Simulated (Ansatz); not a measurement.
**CH4Si (SMILES C[SiH]) at CCSD/def2-TZVP**

What is the vertical singlet–triplet gap of CH4Si at CCSD/def2-TZVP? 

Program for the calculation: Ansatz 0.2.0.

44 further runs of the same task are left out: 44 set aside as unsound or not needed.

## 1. The molecule

The species is CH4Si (6 atoms), meant as a singlet with charge 0. As SMILES, `C[SiH]`. Geometry: relaxed at PBE0-D4/def2-TZVP.

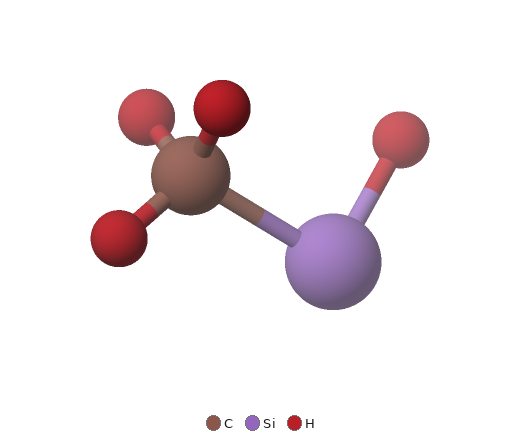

The structure, seen from a chosen angle (carbon brown, silicon purple, hydrogen red).

## 2. A single-point energy at CCSD/def2-TZVP

input.yaml

```yaml
crystal:
  periodic: [false, false, false]
  atoms:
    - symbol: C
      position_ang: [-0.093500, -0.366000, -0.370300]
    - symbol: Si
      position_ang: [0.917300, 0.209800, 1.122300]
    - symbol: H
      position_ang: [-1.156900, -0.410100, -0.102200]
    - symbol: H
      position_ang: [0.215000, -1.335600, -0.763000]
    - symbol: H
      position_ang: [-0.024000, 0.382000, -1.170800]
    - symbol: H
      position_ang: [0.142200, 1.520000, 1.284000]
basis:
  gaussian:
    orbitals: def2-TZVP
correlation:
  method: ccsd
  frozen_orbitals: {C: 1, H: 0, Si: 5}
accuracy: high
scf:
  omitted_lower_state_checks: [cluster_reference, increment]
```

Command:

```bash
$ ansatz run input.yaml --threads 1 --pin off --max-ram 3480MiB --events-out events.jsonl --progress --plain --runs-dir runs
```

The program printed:

```text
Warning: RAYON_NUM_THREADS=1 ignored (pool sized by the plan → 1); use --threads N
Functional definition: HF
  name "HF"
  exchange = exact_x
  correlation = 0
these checks for a lower state are left out or cut short: cluster_reference, increment
1657 factors; integrals over basis functions are off by at most 3.7e-9 eV
mean field evaluation 1: about -8953.0522 eV, gradient 2.6e1 eV
mean field evaluation 2: about -8953.0559 eV, gradient 2.6e1 eV
mean field evaluation 4: about -8954.8932 eV, gradient 2.3e0 eV
mean field evaluation 8: about -8954.9242 eV, gradient 7.2e-2 eV
mean field evaluation 16: about -8954.9242 eV, gradient 1.4e-8 eV
mean field -8954.92420106 eV, -329.0873945234 hartree, gradient 1.4e-8 eV, S^2 0.000000; 0 other end points of the search recorded, 0 dependent functions left out; unrestricted orbitals would lower it
6 core orbitals not correlated: weight in the atoms' cores, before any rotation towards them, 1.000 or more for the frozen orbitals, at most 0.000 for the correlated occupied ones
reference -8954.92420106 eV, -329.0873945234 hartree; 6, 6 occupied and 80, 80 virtual orbitals, 1657 factors
second order -7.43414527 eV of doubles, -0.00000000 eV of singles
cycle   1  -8.12098882 eV  change   -6.9e-1 eV  update   7.4e-2
cycle   2  -8.43062696 eV  change   -3.1e-1 eV  update   2.9e-2
cycle   3  -8.46611653 eV  change   -3.5e-2 eV  update   1.1e-2
cycle   4  -8.46391919 eV  change    2.2e-3 eV  update   4.5e-3
cycle   5  -8.46389905 eV  change    2.0e-5 eV  update   1.5e-3
cycle   6  -8.46382753 eV  change    7.2e-5 eV  update   5.7e-4
cycle   7  -8.46394431 eV  change   -1.2e-4 eV  update   1.8e-4
cycle   8  -8.46399253 eV  change   -4.8e-5 eV  update   5.7e-5
cycle   9  -8.46398161 eV  change    1.1e-5 eV  update   2.0e-5
cycle  10  -8.46398224 eV  change   -6.3e-7 eV  update   6.6e-6
cycle  11  -8.46398462 eV  change   -2.4e-6 eV  update   2.2e-6
cycle  12  -8.46398414 eV  change    4.8e-7 eV  update   7.0e-7
cycle  13  -8.46398425 eV  change   -1.1e-7 eV  update   2.1e-7
cycle  14  -8.46398409 eV  change    1.6e-7 eV  update   8.6e-8
cycle  15  -8.46398402 eV  change    6.3e-8 eV  update   5.2e-8
cycle  16  -8.46398401 eV  change    1.1e-8 eV  update   3.6e-8
cycle  17  -8.46398400 eV  change    1.1e-8 eV  update   3.2e-8
cycle  18  -8.46398401 eV  change   -7.7e-9 eV  update   2.4e-8
cycle  19  -8.46398415 eV  change   -1.4e-7 eV  update   1.7e-7
cycle  20  -8.46398423 eV  change   -7.8e-8 eV  update   7.4e-8
cycle  21  -8.46398430 eV  change   -6.4e-8 eV  update   3.7e-8
cycle  22  -8.46398432 eV  change   -2.4e-8 eV  update   1.8e-8
cycle  23  -8.46398433 eV  change   -8.7e-9 eV  update   9.9e-9
cycle  24  -8.46398433 eV  change   -6.0e-9 eV  update   4.8e-9
cycle  25  -8.46398434 eV  change   -2.9e-9 eV  update   2.2e-9
cycle  26  -8.46398434 eV  change   5.1e-10 eV  update   1.9e-9
cycle  27  -8.46398433 eV  change    1.8e-9 eV  update   1.1e-9
cycle  28  -8.46398433 eV  change  -4.3e-11 eV  update  2.9e-10
Total energy: -8963.38818540 eV, -329.3984402106 hartree
Checks for a lower state left out: cluster_reference, increment
```

Wall time 8.4 s (1 thread of Arm Neoverse V2, shared host); peak memory 0.55 GiB.

## 3. The triplet

in.yaml

```yaml
crystal:
  periodic: [false, false, false]
  atoms:
    - {symbol: C, position_ang: [-0.093500, -0.366000, -0.370300]}
    - {symbol: Si, position_ang: [0.917300, 0.209800, 1.122300]}
    - {symbol: H, position_ang: [-1.156900, -0.410100, -0.102200]}
    - {symbol: H, position_ang: [0.215000, -1.335600, -0.763000]}
    - {symbol: H, position_ang: [-0.024000, 0.382000, -1.170800]}
    - {symbol: H, position_ang: [0.142200, 1.520000, 1.284000]}
basis:
  gaussian:
    orbitals: def2-TZVP
magnetization:
  spin_polarized: true
  initial_magnetization: 2
correlation:
  method: ccsd
  frozen_orbitals: {C: 1, H: 0, Si: 5}
accuracy: high
scf:
  omitted_lower_state_checks: [cluster_reference, increment]
```

Command:

```bash
$ ansatz run in.yaml --threads 1 --pin off --max-ram 3480MiB --events-out events.jsonl --progress --plain --runs-dir runs
```

The program printed:

```text
Warning: RAYON_NUM_THREADS=1 ignored (pool sized by the plan → 1); use --threads N
[... 4 set-up lines as earlier in the session ...]
these checks for a lower state are left out or cut short: cluster_reference, increment
1657 factors; integrals over basis functions are off by at most 3.7e-9 eV
mean field evaluation 1: about -8951.9006 eV, gradient 1.8e1 eV
mean field evaluation 2: about -8951.9103 eV, gradient 1.8e1 eV
mean field evaluation 4: about -8954.1565 eV, gradient 2.4e0 eV
mean field evaluation 8: about -8954.2790 eV, gradient 1.8e-1 eV
mean field evaluation 16: about -8954.2802 eV, gradient 2.0e-8 eV
mean field -8954.28017157 eV, -329.0637268761 hartree, gradient 2.0e-8 eV, S^2 2.004787; 0 other end points of the search recorded, 0 dependent functions left out
6 core orbitals not correlated: weight in the atoms' cores, before any rotation towards them, 1.000 or more for the frozen orbitals, at most 0.000 for the correlated occupied ones
reference -8954.28017157 eV, -329.0637268761 hartree; 7, 5 occupied and 79, 81 virtual orbitals, 1657 factors
second order -6.90492875 eV of doubles, -0.00000000 eV of singles
cycle   1  -7.51543423 eV  change   -6.1e-1 eV  update   6.7e-2
cycle   2  -7.78355753 eV  change   -2.7e-1 eV  update   2.6e-2
cycle   3  -7.81730966 eV  change   -3.4e-2 eV  update   1.1e-2
cycle   4  -7.81583931 eV  change    1.5e-3 eV  update   4.6e-3
cycle   5  -7.81588369 eV  change   -4.4e-5 eV  update   1.7e-3
cycle   6  -7.81595831 eV  change   -7.5e-5 eV  update   7.2e-4
cycle   7  -7.81621241 eV  change   -2.5e-4 eV  update   3.6e-4
cycle   8  -7.81624294 eV  change   -3.1e-5 eV  update   1.9e-4
cycle   9  -7.81621828 eV  change    2.5e-5 eV  update   9.9e-5
cycle  10  -7.81622528 eV  change   -7.0e-6 eV  update   4.1e-5
cycle  11  -7.81622008 eV  change    5.2e-6 eV  update   1.4e-5
cycle  12  -7.81621634 eV  change    3.7e-6 eV  update   4.3e-6
cycle  13  -7.81621461 eV  change    1.7e-6 eV  update   1.7e-6
cycle  14  -7.81621358 eV  change    1.0e-6 eV  update   7.8e-7
cycle  15  -7.81621346 eV  change    1.2e-7 eV  update   3.7e-7
cycle  16  -7.81621339 eV  change    7.4e-8 eV  update   1.5e-7
cycle  17  -7.81621334 eV  change    4.4e-8 eV  update   6.5e-8
cycle  18  -7.81621331 eV  change    3.4e-8 eV  update   3.6e-8
cycle  19  -7.81621330 eV  change    8.4e-9 eV  update   2.2e-8
cycle  20  -7.81621332 eV  change   -1.8e-8 eV  update   7.6e-8
cycle  21  -7.81621331 eV  change    3.2e-9 eV  update   2.0e-8
cycle  22  -7.81621331 eV  change    1.2e-9 eV  update   5.5e-9
cycle  23  -7.81621331 eV  change   5.5e-10 eV  update   2.0e-9
cycle  24  -7.81621331 eV  change   2.0e-10 eV  update  7.2e-10
Total energy: -8962.09638488 eV, -329.3509674173 hartree
Checks for a lower state left out: cluster_reference, increment
```

It took 24 s on 1 thread of Arm Neoverse V2, shared host; peak memory 0.99 GiB.

## 4. Results

At CCSD/def2-TZVP, 6 core orbitals frozen:

```
                                            quantity          value
                               singlet: total energy  -329.39844 Eh
singlet: correlation energy (6 core orbitals frozen)     -311.0 mEh
                              singlet: T1 diagnostic          0.013
                               triplet: total energy  -329.35097 Eh
triplet: correlation energy (6 core orbitals frozen)     -287.2 mEh
          triplet: ⟨S²⟩ of the reference determinant          2.005
                              triplet: T1 diagnostic          0.017
    vertical energy of the triplet above the singlet       1.292 eV
```

What this shows: At this shape the triplet lies 1.29 eV (125 kJ/mol) above the singlet. The restricted solution (singlet) is unstable to spin breaking: an unrestricted one lies lower.
